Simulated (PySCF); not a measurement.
System: C$_{2}$H$_{7}$BrOSi$_{2}$ (SMILES O[SiH2][SiH2]/C=C\Br).

Input file:

```
{"job": {"kind": "uv", "xc": "CAM-B3LYP", "basis": "def2-SVPD", "nstates": 8, "ntriplets": 3}, "charge": 0, "multiplicity": 1}
O      2.855879     0.290469    -0.575633
Si     1.598997     0.258238     0.462210
Si    -0.057552    -0.570965    -0.911721
C     -1.719045     0.238757    -0.505537
C     -2.365737     0.086179     0.634452
Br    -1.684902    -0.989800     2.044736
H      3.726644     0.575918    -0.313413
H      1.365519     1.613934     0.987546
H      1.956183    -0.564483     1.623870
H     -0.271821    -2.019408    -0.762744
H      0.099978    -0.322515    -2.353265
H     -2.192429     0.875045    -1.241245
H     -3.316101     0.529115     0.893017
```

Run with:

```sh
OMP_NUM_THREADS=1 python probes_run.py task.json out
```

Geometry: GFN2-xTB.

Theory: CAM-B3LYP/def2-SVPD, SCF density, gas phase (PySCF).

### What can the converged electron density and electron localisation function tell about the bonding?

C–C (1.32 Å): the density is about 2.4 e/Å³ at the midpoint; the ELF peaks at about 0.90 between the atoms: a multiple bond.
C–Si (1.89 Å): the density is about 0.92 e/Å³ at the midpoint; the ELF peaks at about 1 between the atoms: a covalent bond.
C–Br (1.90 Å): the density is about 1.1 e/Å³ at the midpoint; the ELF peaks at about 0.90 between the atoms; a covalent bond.

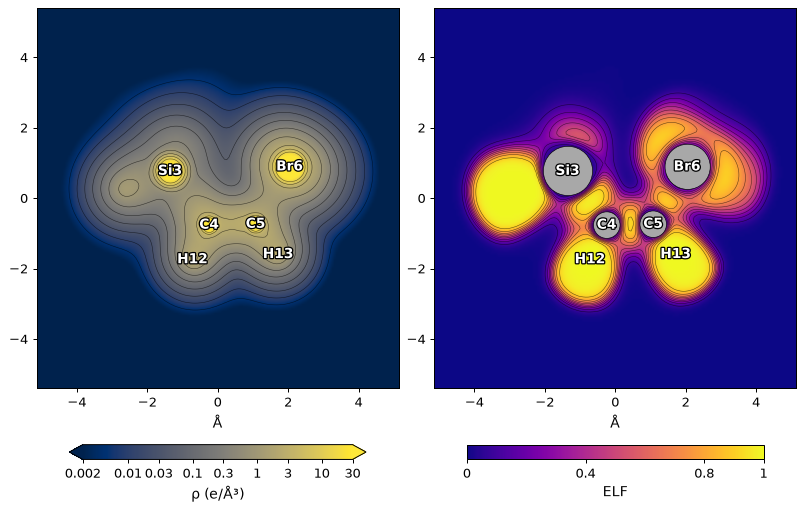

Computed electron density and electron localisation function on the plane of atoms C4, C5 and H13, in this order. Grey discs cover the atomic cores in the ELF map. 
